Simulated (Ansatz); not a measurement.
Input file:

```
crystal:
  periodic: [false, false, false]
  atoms:
    - {symbol: C, position_ang: [-0.215734, 2.071919, 0.367363]}
    - {symbol: C, position_ang: [-0.074922, 0.786082, 0.136231]}
    - {symbol: N, position_ang: [0.053251, -0.384475, -0.074254]}
    - {symbol: Al, position_ang: [0.241834, -2.114336, -0.386352]}
    - {symbol: H, position_ang: [-0.544041, 2.731278, -0.423366]}
    - {symbol: H, position_ang: [-0.003523, 2.472131, 1.348470]}
    - {symbol: H, position_ang: [-0.089742, -2.613967, -1.843439]}
    - {symbol: H, position_ang: [0.725077, -3.005933, 0.819548]}
basis:
  gaussian: {orbitals: def2-TZVPP}
hamiltonian: {xc: pbe0, dispersion: d4}
output: {orbitals: {seedname: orbitals}}
```

Launched as:

```sh
ansatz run in.yaml --threads 2 --pin off --events-out ev --progress --plain --max-ram 4352MiB
```

Geometry: PBE0-D4/def2-TZVP.

Computed with RKS PBE0-D4/def2-TZVPP (Ansatz).

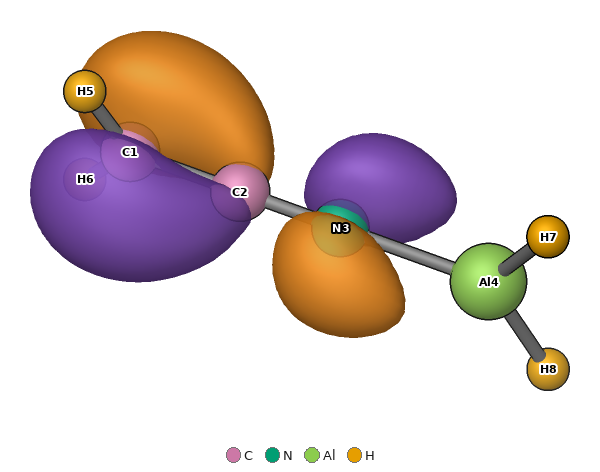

C2H4AlN (SMILES C=C=[N][AlH2]). The HOMO at ±0.15 Å⁻³ᐟ² (orange and purple are the two phases), seen at an oblique angle.

Describe this orbital and give its energy.

It lies mainly on C1 (about 45 %), N3 (about 25 %), C2 (about 15 %) and Al4 (about 10 %); it changes sign across the molecular plane (π type); π-bonding across C1–C2 and N3–Al4; π-antibonding (a node) across C2–N3. Its energy is −6.26 eV.
